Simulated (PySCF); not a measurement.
**C4H12Si (tetramethylsilane): BLYP/6-31G(d) (spherical functions)**

What is the energy change on altering one bond length of C4H12Si (tetramethylsilane) at BLYP/6-31G* (spherical functions)? Input form: a Python script.

The results are computed with PySCF 2.14.0.

## 1. Starting point

C4H12Si has 17 atoms, charge 0, and is taken as a singlet. As SMILES, `C[Si](C)(C)C`. The shape is that of a GFN2-xTB optimisation.

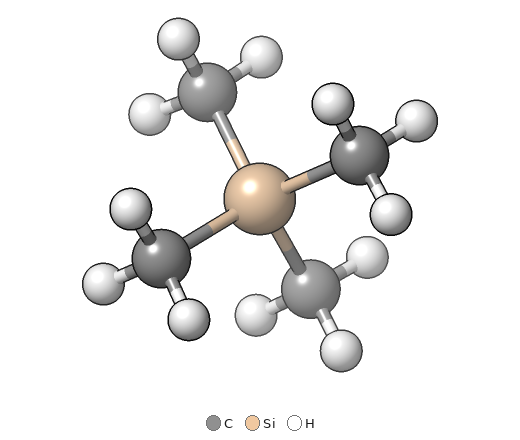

The structure, seen from a chosen angle (carbon grey, silicon light orange, hydrogen white).

## 2. The energy at BLYP/6-31G(d) (spherical functions)

run.py

```python
from pyscf import gto, dft

molecule = gto.M(
    atom=[
    ('C', (-0.375850, 0.872220, -1.655880)),
    ('Si', (-0.000640, 0.000450, 0.000860)),
    ('C', (1.650190, 0.652030, 0.704300)),
    ('C', (0.131420, -1.882010, -0.289990)),
    ('C', (-1.406410, 0.358090, 1.242380)),
    ('H', (-0.454890, 1.947720, -1.529400)),
    ('H', (-1.311340, 0.524280, -2.083490)),
    ('H', (0.405760, 0.685710, -2.386350)),
    ('H', (1.900210, 0.165480, 1.642360)),
    ('H', (1.606810, 1.720680, 0.892120)),
    ('H', (2.470870, 0.474510, 0.015710)),
    ('H', (0.343690, -2.411910, 0.633680)),
    ('H', (0.925640, -2.118230, -0.991930)),
    ('H', (-0.792050, -2.286070, -0.693810)),
    ('H', (-2.362380, 0.000140, 0.872070)),
    ('H', (-1.224050, -0.125960, 2.197140)),
    ('H', (-1.506980, 1.422890, 1.430230)),
],
    max_memory=1860,
    spin=0,
    basis='6-31g*',
    verbose=4,
)

myscf = dft.RKS(molecule)
myscf.xc = 'blyp'
myscf.grids.level = 5
myscf.conv_tol = 1e-10
myscf.kernel()
if not myscf.converged:
    myscf = myscf.newton().run(myscf.mo_coeff, myscf.mo_occ)

etot = myscf.e_tot
print('E(%s) = %.9f' % ('BLYP', etot))
```

Started as:

```sh
$ OMP_NUM_THREADS=1 python run.py
```

The program printed:

```text
PySCF version 2.14.0

[... 85 lines left out ...]
converged SCF energy = -449.027151761957
E(BLYP) = -449.027151762
```

Run time: 38 s. Hardware: 1 thread of Arm Neoverse V1, shared host; peak memory 0.52 GiB.

## 3. The distorted shape, same level

run.py

```python
from pyscf import gto, dft

mol = gto.M(
    atom='''
C     -0.813625     1.922641    -3.670366
Si    -0.104581     0.275235    -0.539581
C      3.015035     1.506543     0.789728
C      0.144976    -3.282099    -1.089208
C     -2.761102     0.951076     1.806552
H     -0.962989     3.955042    -3.431353
H     -2.581445     1.265130    -4.478432
H      0.663403     1.570189    -5.050754
H      3.487505     0.587096     2.562404
H      2.933059     3.525998     1.144656
H      4.565896     1.171078    -0.511519
H      0.546108    -4.283465     0.656275
H      1.645834    -3.728490    -2.415682
H     -1.600129    -4.045662    -1.852317
H     -4.567623     0.274649     1.106767
H     -2.313119    -0.238030     4.151993
H     -2.951151     2.963257     2.161537
''',
    unit='bohr',
    max_memory=1860,
    charge=0,
    basis='6-31g*',
    verbose=4,
)

ks = dft.RKS(mol, xc='blyp')
ks.grids.level = 5
ks.conv_tol = 1e-10
ks.kernel()
if not ks.converged:
    ks = ks.newton().run(ks.mo_coeff, ks.mo_occ)

etot = ks.e_tot
print('E = %.10f Eh' % etot)
```

Started as:

```sh
$ OMP_NUM_THREADS=1 python run.py
```

The program printed:

```text
PySCF version 2.14.0

[... 89 lines left out ...]
converged SCF energy = -448.996233901611
E = -448.9962339016 Eh
```

Run time: 44 s. Hardware: 1 thread of Arm Neoverse V1, shared host; peak memory 0.51 GiB.

## 4. Outcome

At BLYP/6-31G* (spherical functions):

| quantity | value |
| --- | --- |
| first shape: total energy | -449.02715 Eh |
| first shape: dipole moment | 0.00 D |
| first shape: HOMO energy | -6.56 eV |
| first shape: LUMO energy | 1.58 eV |
| first shape: HOMO–LUMO gap | 8.14 eV |
| distorted shape: total energy | -448.99623 Eh |
| distorted shape: dipole moment | 0.35 D |
| distorted shape: HOMO energy | -6.56 eV |
| distorted shape: LUMO energy | 0.65 eV |
| distorted shape: HOMO–LUMO gap | 7.21 eV |
| energy change with the C5–H16 bond stretched from 1.086 to 1.412 Å | 0.841 eV |

What this shows: With the C5–H16 bond stretched from 1.086 to 1.412 Å the energy rises by 0.84 eV (81.2 kJ/mol). The first shape isn't relaxed at this level, so the change isn't measured from a minimum.
